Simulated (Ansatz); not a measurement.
NH₃ and related structures: several calculations on one system

**1. Relaxation**

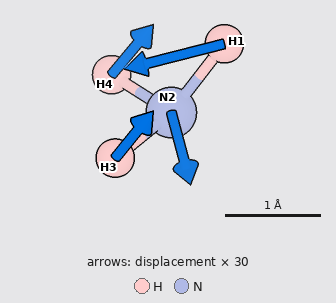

A relaxation of NH3. The starting structure is drawn; blue arrows show the displacements, magnified 30 times. The two geometries are superimposed by the best rigid fit.

The picture is a ball-and-stick view, seen from a free direction.

It is one of the separated reactants of a reaction.

Level of theory: RKS PBE0-D4/def2-TZVP in Ansatz.

The input:
```yaml
crystal:
  periodic: [false, false, false]
  atoms:
    - {symbol: H, position_ang: [1.126904, -1.237460, 0.319479]}
    - {symbol: N, position_ang: [0.866487, -0.273566, 0.522257]}
    - {symbol: H, position_ang: [0.697632, -0.143436, 1.517586]}
    - {symbol: H, position_ang: [1.613253, 0.371541, 0.272636]}
basis:
  gaussian: {orbitals: def2-TZVP}
hamiltonian: {xc: pbe0, dispersion: d4}
relax: {f_tol: 0.005, max_steps: 200}
```

Run as
```bash
ansatz run in.yaml --threads 4 --pin off --events-out ev --progress --plain --max-ram 9574MiB
```

**What did the optimiser do to the structure, and how much energy did it gain?**

The energy falls by 0.022 eV in 4 geometry steps. Largest force component: 0.47 eV/Å at the start, 0.0038 eV/Å at the end. The largest move after the best rigid fit is that of H1, 0.037 Å. By element the largest moves are H 0.037 Å, N 0.031 Å. Among the contacts that change: H1–N2 1.019 → 1.013 Å. Bond angles that change, for instance: H1–N2–H3 111.0° → 107.1°.

**2. Relaxation**

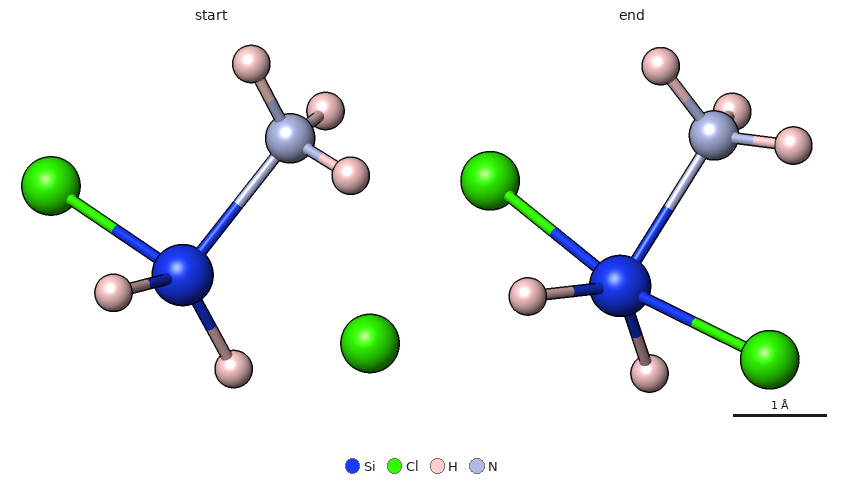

The structure of SiNH$_{5}$Cl$_{2}$ (started from a transition state, displaced along its imaginary mode) before (left) and after (right) a relaxation, at one scale.

The picture is a ball-and-stick view, seen at a tilt.

Level of theory: RKS PBE0-D4/def2-TZVP (Ansatz).

Input file:
```yaml
crystal:
  periodic: [false, false, false]
  atoms:
    - {symbol: Si, position_ang: [-0.699761, 0.452015, -0.339480]}
    - {symbol: Cl, position_ang: [-0.470736, -2.063978, -1.112910]}
    - {symbol: H, position_ang: [-0.437968, 0.714138, -1.756313]}
    - {symbol: H, position_ang: [-1.921547, -0.060052, 0.283410]}
    - {symbol: Cl, position_ang: [-0.540149, 2.381496, 0.510511]}
    - {symbol: H, position_ang: [0.787289, -1.124050, 0.141117]}
    - {symbol: N, position_ang: [0.832780, -0.251192, 0.505744]}
    - {symbol: H, position_ang: [0.756753, -0.278189, 1.521289]}
    - {symbol: H, position_ang: [1.693340, 0.230013, 0.246732]}
basis:
  gaussian: {orbitals: def2-TZVP}
hamiltonian: {xc: pbe0, dispersion: d4}
relax: {f_tol: 0.005, max_steps: 200}
```

Run as
```bash
ansatz run in.yaml --threads 4 --pin off --events-out ev --progress --plain --max-ram 9574MiB
```

Summarise the run.

Over 7 geometry steps the energy falls by 0.507 eV. The largest force component goes from 4.4 to 0.0033 eV/Å. The largest move after the best rigid fit is that of H6, 0.40 Å. Largest moves by element: H 0.40 Å, Cl 0.30 Å, Si 0.27 Å, N 0.04 Å. Near-neighbour distances that change, for instance: Cl2–H6 2.010 → 2.457 Å, Si1–Cl2 2.642 → 2.223 Å, Si1–Cl5 2.114 → 2.225 Å, H6–N7 0.947 → 1.019 Å. Bond angles that change, for instance: Si1–N7–H6 97.6° → 110.5°, Cl5–Si1–N7 95.7° → 84.0°, H3–Si1–Cl5 102.2° → 92.2°. Cost: 24 s on 4 threads of Arm Neoverse V2, on a shared host.

**3. Reaction**

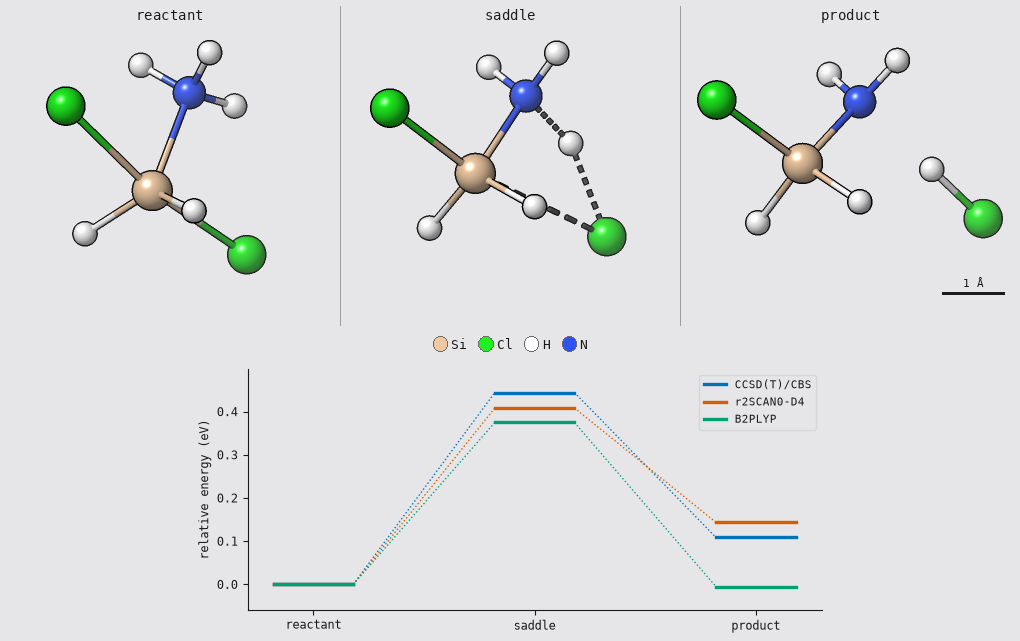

A reaction step of SiNH₅Cl₂, with its energy diagram. The picture is a ball-and-stick view, seen from a free direction. Dashed sticks mark bonds that form or break.

Stationary points at PBE0-D4/def2-TZVP, single-point energies with CCSD(T)/CBS, r2SCAN0-D4, B2PLYP (def2-TZVPP where no basis is named; Ansatz 0.2.0). The energies are electronic, without zero-point or thermal terms, and both ends are the relaxed geometries reached downhill from the saddle, with any fragments still in contact. CCSD(T)/CBS stands for a frozen-core estimate: MP2 correlation extrapolated from def2-TZVPP and def2-QZVPP, CCSD(T) minus MP2 from the smaller set.

### Describe the step and its energetics.

Counted by bonded pieces, the reactant holds SiH₅NCl₂ and the product holds HCl + SiH₄NCl. From the reactant over the saddle to the product, a bond forms: Cl–H (2.46 → 1.65 → 1.32 Å). Bonds break: Cl–Si (2.22 → 2.98 → 4.01 Å), H–N (1.02 → 1.19 → 1.84 Å). The saddle has one imaginary mode, 231i cm⁻¹. The end the reactant keeps a soft imaginary mode of 34i cm⁻¹, so it isn't quite a minimum. With CCSD(T)/CBS the barrier is 0.44 eV from the reactant and 0.34 eV from the product, and the product lies 0.11 eV above the reactant.

```
      level  barrier from the reactant (eV)  barrier from the product (eV)  the product less the reactant (eV)
CCSD(T)/CBS                            0.44                           0.34                                0.11
 r2SCAN0-D4                            0.41                           0.26                                0.14
     B2PLYP                            0.37                           0.38                               −0.01
```

Against CCSD(T)/CBS, r2SCAN0-D4 comes closest on the barrier from the reactant (−0.04 eV) and B2PLYP misses most (−0.07 eV).
